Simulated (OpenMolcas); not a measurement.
**Run report: Pt²⁺ complex, multiconfigurational calculation**

System: Pt²⁺ with 8 ligands (F; cube, 2.24 Å), embedded in CaF2 by model potentials and point charges, whose field is part of the energies.
Method: state-averaged CASSCF, active space 8 electrons in the shell 5d, basis ANO-RCC-VTZP on the metal and ANO-RCC-VDZP on the ligands, DKH2 scalar Hamiltonian, spin-orbit coupling by RASSI with atomic mean-field integrals (OpenMolcas).

## The program's output (extracts)
```
--- SEWARD ---
Basis set label: PT.ANO-RCC...8S7P5D3F1G.

      Electronic valence basis set:
      ------------------
      Associated Effective Charge  78.000000 au
      Associated Actual Charge     78.000000 au
      Nuclear Model: Point charge

      Shell  nPrim  nBasis  Cartesian Spherical Contaminant
         s      24       8        X
         p      21       7        X
         d      15       5                 X
         f      11       3                 X
         g       4       1                 X
                  Relativistic Douglas-Kroll-Hess integrals:
                    - DKH order of Hamiltonian: 2
                    - DKH order of Properties : 0
                  Atomic mean-field integrals
--- RASSCF ---
Wave function specifications:
      -----------------------------

      Number of closed shell electrons         148
      Number of electrons in active shells       8
      Max number of holes in RAS1 space          0
      Max nr of electrons in RAS3 space          0
      Number of inactive orbitals               74
      Number of active orbitals                  5
      Number of secondary orbitals             117
      Spin quantum number                      1.0
      State symmetry                             1
Orbital specifications:
      -----------------------

      Symmetry species                           1   2
                                                ag  au
      Frozen orbitals                            0   0
      Inactive orbitals                         35  39
      Active orbitals                            5   0
      RAS1 orbitals                              0   0
      RAS2 orbitals                              5   0
      RAS3 orbitals                              0   0
      Secondary orbitals                        58  59
      Deleted orbitals                           0   0
      Number of basis functions                 98  98
      Number of CSFs                            10
      Number of root(s) required                10
      Iter CI   SX   CI       RASSCF       Energy    max ROT     max BLB   max BLB  Level Ln srch  Step   QN
          iter iter root      energy       change     param      element    value   shift minimum  type update
 Nr of preliminary CI iterations:   1
      Total energies have been shifted. Add               -19000.00 au
        1   1   12    0  -193.09071819    0.00E+00  -4.65E-02   21  63 2 -2.95E-01*  1.03   0.00    SX    NO
        2   1   12    0  -193.82161772   -7.31E-01*  2.30E-02   37  58 1  6.14E-02*  0.80   0.00    SX    NO
        3   1   12    0  -193.88140886   -5.98E-02* -9.53E-03   36  90 2  2.08E-02*  0.74   0.00    SX    NO
        4   1   12    0  -193.88957084   -8.16E-03* -4.06E-03   37  58 1  9.51E-03*  0.72   0.00    SX    NO
        5   1   11    0  -193.89140322   -1.83E-03* -3.39E-03   18  50 1  5.05E-03*  0.72   1.88    LS   YES
        6   1   11    0  -193.89191428   -5.11E-04*  1.33E-03   11  51 2 -8.98E-03*  0.71   1.05    QN   YES
        7   1   10    0  -193.89212422   -2.10E-04* -9.58E-04   11  51 2  3.68E-03*  0.71   0.90    QN   YES
        8   1    9    0  -193.89217431   -5.01E-05* -5.05E-04   11  51 2  8.54E-04*  0.71   1.53    LS   YES
        9   1    9    0  -193.89218090   -6.60E-06* -1.49E-04   11  51 2 -6.35E-04*  0.71   0.98    QN   YES
       10   1    8    0  -193.89218365   -2.74E-06*  1.03E-04   11  51 2 -1.11E-04*  0.71   1.25    QN   YES
       11   1    7    0  -193.89218397   -3.27E-07* -3.72E-05   19  59 2  5.95E-05   0.71   1.19    QN   YES
       12   1    6    0  -193.89218400   -2.83E-08* -1.05E-05   19  49 2 -1.63E-05   0.71   1.24    QN   YES
       13   1    5    0  -193.89218401   -2.70E-09  -1.98E-06   38  53 1  2.89E-06   0.71   1.32    QN   YES
      Convergence after 13 iterations
       14   1    5    0  -193.89218401   -4.47E-10  -1.98E-06   38  53 1  1.46E-06   0.71   1.32    QN   YES
      Natural orbitals and occupation numbers for root  1
      sym 1:   1.967775   1.032225   1.032225   1.967775   2.000000
      Natural orbitals and occupation numbers for root  2
      sym 1:   1.013951   1.986049   2.000000   1.013951   1.986049
      Natural orbitals and occupation numbers for root  3
      sym 1:   1.984852   1.015148   1.984852   1.015148   2.000000
::    RASSCF root number  1 Total energy: -19193.94273040
::    RASSCF root number  2 Total energy: -19193.94273040
::    RASSCF root number  3 Total energy: -19193.94273040
::    RASSCF root number  4 Total energy: -19193.89899111
::    RASSCF root number  5 Total energy: -19193.89899111
::    RASSCF root number  6 Total energy: -19193.89899111
::    RASSCF root number  7 Total energy: -19193.84981789
::    RASSCF root number  8 Total energy: -19193.84895254
::    RASSCF root number  9 Total energy: -19193.84895254
::    RASSCF root number 10 Total energy: -19193.84895254
--- RASSCF ---
Wave function specifications:
      -----------------------------

      Number of closed shell electrons         148
      Number of electrons in active shells       8
      Max number of holes in RAS1 space          0
      Max nr of electrons in RAS3 space          0
      Number of inactive orbitals               74
      Number of active orbitals                  5
      Number of secondary orbitals             117
      Spin quantum number                      0.0
      State symmetry                             1
Orbital specifications:
      -----------------------

      Symmetry species                           1   2
                                                ag  au
      Frozen orbitals                            0   0
      Inactive orbitals                         35  39
      Active orbitals                            5   0
      RAS1 orbitals                              0   0
      RAS2 orbitals                              5   0
      RAS3 orbitals                              0   0
      Secondary orbitals                        58  59
      Deleted orbitals                           0   0
      Number of basis functions                 98  98
      Number of CSFs                            15
      Number of root(s) required                15
      Iter CI   SX   CI       RASSCF       Energy    max ROT     max BLB   max BLB  Level Ln srch  Step   QN
          iter iter root      energy       change     param      element    value   shift minimum  type update
 Nr of preliminary CI iterations:   1
      Total energies have been shifted. Add               -19000.00 au
        1   1    9    0  -193.83530218    0.00E+00   7.36E-03   37  52 1 -4.18E-03*  0.74   0.00    SX    NO
        2   1    9    0  -193.83563616   -3.34E-04*  4.10E-03   26  39 1 -1.75E-03*  0.74   0.00    SX    NO
        3   1    9    0  -193.83573332   -9.72E-05*  2.20E-03   38  53 1 -1.23E-03*  0.74   0.00    SX    NO
        4   1    9    0  -193.83576340   -3.01E-05*  1.22E-03   38  53 1 -6.14E-04*  0.74   0.00    SX    NO
        5   1    8    0  -193.83577289   -9.48E-06*  1.50E-03   38  53 1 -4.24E-04*  0.74   2.25    LS   YES
        6   1    8    0  -193.83577710   -4.22E-06*  1.09E-04   20  51 2  3.84E-04*  0.74   1.01    QN   YES
        7   1    7    0  -193.83577729   -1.86E-07* -3.68E-05   20  51 2 -1.99E-04*  0.74   0.70    QN   YES
        8   1    6    0  -193.83577735   -6.14E-08*  2.17E-05   37  52 1  2.16E-05   0.74   1.13    QN   YES
        9   1    5    0  -193.83577736   -5.72E-09   1.45E-05   38  53 1 -8.47E-06   0.74   1.61    QN   YES
      Convergence after  9 iterations
       10   1    5    0  -193.83577736   -1.57E-09   1.45E-05   24  50 1  3.61E-06   0.74   1.61    QN   YES
      Natural orbitals and occupation numbers for root  1
      sym 1:   1.990964   0.803610   1.999362   1.807826   1.398238
      Natural orbitals and occupation numbers for root  2
      sym 1:   1.018571   1.956014   1.939107   1.086313   1.999995
      Natural orbitals and occupation numbers for root  3
      sym 1:   0.823800   1.988989   1.999525   1.353487   1.834198
::    RASSCF root number  1 Total energy: -19193.88820146
::    RASSCF root number  2 Total energy: -19193.88820146
::    RASSCF root number  3 Total energy: -19193.88820146
::    RASSCF root number  4 Total energy: -19193.88636356
::    RASSCF root number  5 Total energy: -19193.88636356
::    RASSCF root number  6 Total energy: -19193.83660510
::    RASSCF root number  7 Total energy: -19193.83660510
::    RASSCF root number  8 Total energy: -19193.83660510
::    RASSCF root number  9 Total energy: -19193.83510021
::    RASSCF root number 10 Total energy: -19193.82493906
::    RASSCF root number 11 Total energy: -19193.82493906
::    RASSCF root number 12 Total energy: -19193.82493906
::    RASSCF root number 13 Total energy: -19193.78834625
::    RASSCF root number 14 Total energy: -19193.78834625
::    RASSCF root number 15 Total energy: -19193.70290368
--- RASSI ---
SPIN-FREE ENERGIES:
  (Shifted by EMIN (a.u.) =     -19193.9427304030)

 SF State       Relative EMIN(au)   Rel lowest level(eV)    D:o, cm**(-1)

     1             0.0000000000        0.0000000000              0.0000
     2             0.0000000000        0.0000000000              0.0000
     3             0.0000000000        0.0000000000              0.0000
     4             0.0437392899        1.1902067115           9599.6645
     5             0.0437392899        1.1902067115           9599.6645
     6             0.0437392899        1.1902067115           9599.6645
    11             0.0545289433        1.4838081377          11967.7197
    12             0.0545289433        1.4838081377          11967.7197
    13             0.0545289433        1.4838081377          11967.7197
    14             0.0563668449        1.5338199884          12371.0925
    15             0.0563668449        1.5338199884          12371.0925
     7             0.0929125165        2.5282783722          20391.9403
     9             0.0937778602        2.5518255765          20581.8613
    10             0.0937778602        2.5518255765          20581.8613
     8             0.0937778602        2.5518255765          20581.8613
    16             0.1061252997        2.8878165214          23291.8110
    17             0.1061252997        2.8878165214          23291.8110
    18             0.1061252997        2.8878165214          23291.8110
    19             0.1076301910        2.9287666992          23622.0965
    20             0.1177913429        3.2052657268          25852.2116
    21             0.1177913429        3.2052657268          25852.2116
    22             0.1177913429        3.2052657268          25852.2116
    23             0.1543841545        4.2010068573          33883.4054
    24             0.1543841545        4.2010068573          33883.4054
    25             0.2398267202        6.5260175154          52635.8810
     Dipole printing threshold changed to   1.00000000E+00
Eigenvalues of complex Hamiltonian:
   -----------------------------------
  (Shifted by EMIN (a.u.) =     -19193.9427304030)

 SO State       Relative EMIN(au)   Rel lowest level(eV)    D:o, cm**(-1)

     1            -0.0325701121        0.0000000000              0.0000
     2            -0.0232635223        0.2532452096           2042.5604
     3            -0.0232635223        0.2532452106           2042.5604
     4            -0.0232635223        0.2532452100           2042.5604
     5            -0.0136236651        0.5155590885           4158.2645
     6            -0.0136236650        0.5155590902           4158.2645
     7            -0.0000608396        0.8846223704           7134.9606
     8            -0.0000608396        0.8846223717           7134.9606
     9            -0.0000608396        0.8846223704           7134.9606
    10             0.0176270475        1.3659343002          11017.0031
    11             0.0176270477        1.3659343044          11017.0031
    12             0.0176270479        1.3659343085          11017.0032
    13             0.0370988782        1.8957898053          15290.5760
    14             0.0370988782        1.8957898056          15290.5760
    15             0.0439732472        2.0828509163          16799.3256
    16             0.0439732472        2.0828509140          16799.3256
    17             0.0439732472        2.0828509156          16799.3256
    18             0.0540962995        2.3583132000          19021.0787
    19             0.0585739193        2.4801554424          20003.8027
    20             0.0585739192        2.4801554410          20003.8027
    21             0.0633503067        2.6101275665          21052.0986
    22             0.0633503067        2.6101275649          21052.0986
    23             0.0633503068        2.6101275684          21052.0986
    24             0.0870374033        3.2546863012          26250.8154
    25             0.0904461213        3.3474422417          26998.9425
    26             0.0904461214        3.3474422448          26998.9425
    27             0.0904461215        3.3474422482          26998.9425
    28             0.0975638392        3.5411252141          28561.1010
    29             0.0975638393        3.5411252170          28561.1010
    30             0.0975638393        3.5411252149          28561.1010
    31             0.0992470179        3.5869268384          28930.5160
    32             0.0992470178        3.5869268367          28930.5160
    33             0.1029437313        3.6875195352          29741.8508
    34             0.1029437312        3.6875195336          29741.8508
    35             0.1029437313        3.6875195344          29741.8508
    36             0.1212980273        4.1869653724          33770.1532
    37             0.1212980273        4.1869653714          33770.1532
    38             0.1212980272        4.1869653708          33770.1532
    39             0.1215241211        4.1931176995          33819.7750
    40             0.1325144436        4.4921796093          36231.8720
    41             0.1325144437        4.4921796108          36231.8720
Weights of the five most important spin-orbit-free states for each spin-orbit state.

 SO State  Total energy (au)           Spin-free states, spin, and weights
 -------------------------------------------------------------------------------------------------------
    1        -0.032570       1 1.0  0.3243    3 1.0  0.3243    2 1.0  0.3243   19 0.0  0.0241   10 1.0  0.0010
    2        -0.023264       3 1.0  0.3753    1 1.0  0.3140    2 1.0  0.1871    4 1.0  0.0510    6 1.0  0.0381
    3        -0.023264       2 1.0  0.4289    3 1.0  0.2258    1 1.0  0.2217    6 1.0  0.0400    4 1.0  0.0371
    4        -0.023264       1 1.0  0.3407    3 1.0  0.2753    2 1.0  0.2604    5 1.0  0.0633    6 1.0  0.0248
    5        -0.013624       2 1.0  0.3010    3 1.0  0.2944    6 1.0  0.1596    5 1.0  0.0786   14 0.0  0.0581
    6        -0.013624       1 1.0  0.3783    4 1.0  0.1442    3 1.0  0.1399    2 1.0  0.1332    5 1.0  0.1094
    7        -0.000061       2 1.0  0.2898    3 1.0  0.2727    1 1.0  0.2279    6 1.0  0.0554    4 1.0  0.0401
    8        -0.000061       3 1.0  0.4450    2 1.0  0.2094    1 1.0  0.1359    4 1.0  0.0604    5 1.0  0.0523
    9        -0.000061       1 1.0  0.4266    2 1.0  0.2911    3 1.0  0.0726    6 1.0  0.0573    5 1.0  0.0432
   10         0.017627      11 0.0  0.4050    4 1.0  0.2197    5 1.0  0.1321    6 1.0  0.0877    7 1.0  0.0396
   11         0.017627      12 0.0  0.2626    4 1.0  0.1910   13 0.0  0.1557    6 1.0  0.1431    5 1.0  0.1054
   12         0.017627      13 0.0  0.2494    6 1.0  0.2087    5 1.0  0.2020   12 0.0  0.1622    7 1.0  0.0396
```

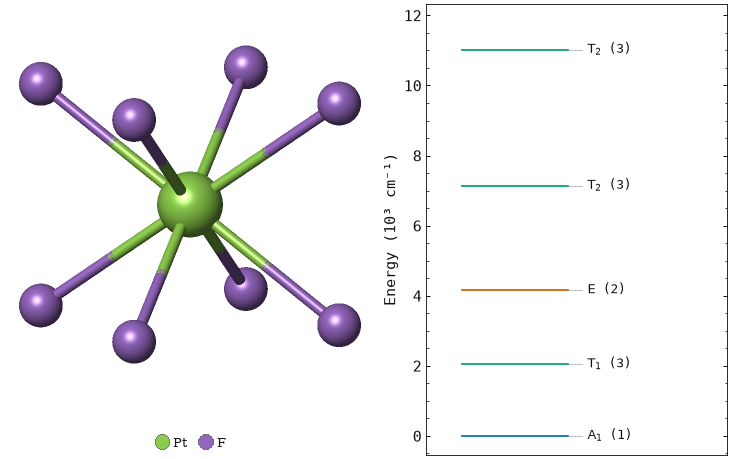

**Figure 1.** Pt²⁺ (5d⁸) as a dopant in CaF₂, a cluster with its 8 nearest F⁻ at 2.240 Å (cube) embedded in model potentials and point charges; the geometry was set, not optimised, and its levels. Labels give the representation in O, Td, D4 or D3 as the site allows (double group for half-integer spin) where it could be assigned and, in brackets, the degeneracy; spin-free states, where drawn, share the zero of the spin-orbit levels. The ground level is A₁, non-degenerate, 98 % from states of spin multiplicity 3. The next level lies at 2,040 cm⁻¹ (T₁). The active orbitals hold 91 to 96 % metal character (Löwdin), and the Mulliken charge of the metal is +1.47.

## Input file
```
&GATEWAY
Basis set
Pt.ANO-RCC-VTZP.
Pt1 0.0 0.0 0.0 Angstrom
End of basis
Basis set
F.ANO-RCC-VDZP.
L1 1.293265 1.293265 1.293265 Angstrom
L2 1.293265 1.293265 -1.293265 Angstrom
L3 1.293265 -1.293265 1.293265 Angstrom
L4 1.293265 -1.293265 -1.293265 Angstrom
End of basis
Basis set
Ca.EMB-AIMP.Pascual.0s.0s.ECP.CaF2.
PseudoCharge
* 21 symmetry-unique lattice sites within 7.6 angstrom
End of basis
Basis set
F.EMB-AIMP.Pascual.0s.0s.ECP.CaF2.
PseudoCharge
* 40 symmetry-unique lattice sites within 7.6 angstrom
End of basis
Symmetry
XYZ
AngMom=0.0 0.0 0.0
AMFI
RICD
XField
1348 Angstrom 0
* Evjen-weighted lattice charges
&SEWARD
&RASSCF
FileOrb=start.orb
Symmetry=1
Spin=3
nActEl=8 0 0
Inactive=35 39
Ras2=5 0
CIRoot=10 10 1
SDav=10
CIMx=300
Iter=150 100
PrWF=0.3
OrbListing=Nothing
MaxOrb=0
LevShft=1.0
>>> COPY $Project.JobIph JOB001
&RASSCF
FileOrb=start.orb
Symmetry=1
Spin=1
nActEl=8 0 0
Inactive=35 39
Ras2=5 0
CIRoot=15 15 1
SDav=15
CIMx=300
Iter=150 100
PrWF=0.3
OrbListing=Nothing
MaxOrb=0
LevShft=1.0
>>> COPY $Project.JobIph JOB002
&RASSI
NrOfJobIphs=2 10 15
1 2 3 4 5 6 7 8 9 10
1 2 3 4 5 6 7 8 9 10 11 12 13 14 15
IphNames
JOB001
JOB002
EJob
SpinOrbit
DIPRint=1.0
SOCoupling=1000.0
Subsets=2
Property=9
'ANGMOM' 1 'ANGMOM' 2 'ANGMOM' 3 'MLTPL  1' 1 'MLTPL  1' 2 'MLTPL  1' 3
'AMFI' 1 'AMFI' 2 'AMFI' 3
SOProperty=3
'ANGMOM' 1 'ANGMOM' 2 'ANGMOM' 3
```

The file start.orb holds starting orbitals from an earlier step. A driver script formed the levels outside the program, from RASSI's spin-orbit matrix and the active-space energies, averaged over the components of each term or state.

Run as:
```bash
OMP_NUM_THREADS=1 MOLCAS_MEM=2457 MOLCAS_PROJECT=a pymolcas a.inp > a.log  # once for each step of the input, in one work folder
```

## Summary

```tsv
quantity	value
outcome	converged
energy of the lowest spin-free term	−19193.94273 hartree
energy of the lowest spin-orbit level	−19193.97530 hartree
largest spread among components of a term	0.0 cm⁻¹
hardware	1 thread of Arm Neoverse V2, 24 GiB of memory available, shared host
wall time	41 s
peak memory	0.59 GiB
```

## Notes

Without dynamic correlation the splittings between terms come out too large, often by 20 to 50 %. Caveats: the geometry is set by hand, with no relaxation.
